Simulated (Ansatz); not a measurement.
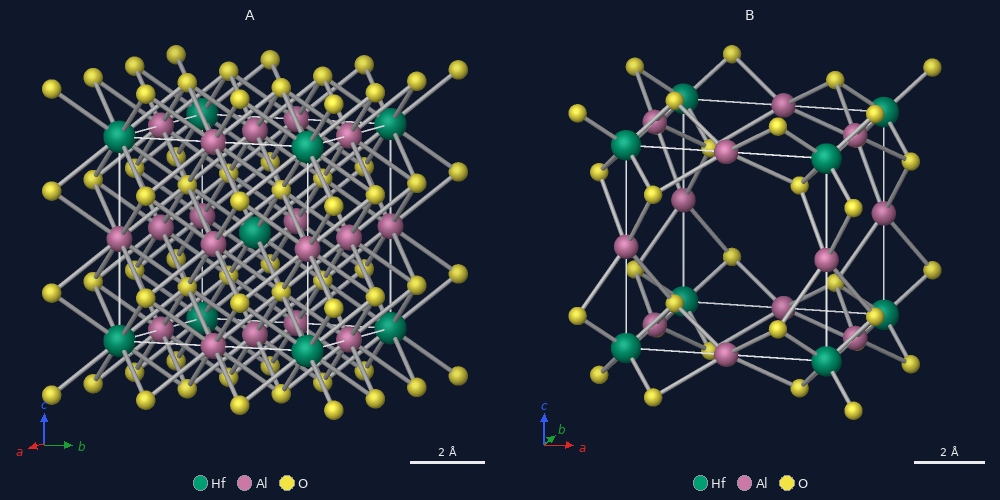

Two structures of HfAl3O4, each relaxed to rest (conventional cells in solid outline, small ones repeated, not to one scale). Method: DFT PBE, scalar-relativistic, plane waves, PAW in Ansatz 0.2.0, without spin polarisation.

Give the type and space group of each.

Answer. A: 16 atoms a cell on a body-centred cubic lattice, Im-3m. B: 8 atoms a cell on a primitive cubic lattice, P-43m.

Which has the lower energy, and by how much?

Answer. B is lower, by 67 meV/atom at this level of theory (energies at zero smearing). Volumes: A 10.9, B 27.0 Å³/atom.

One or both may be structure types tried for this composition rather than known phases.
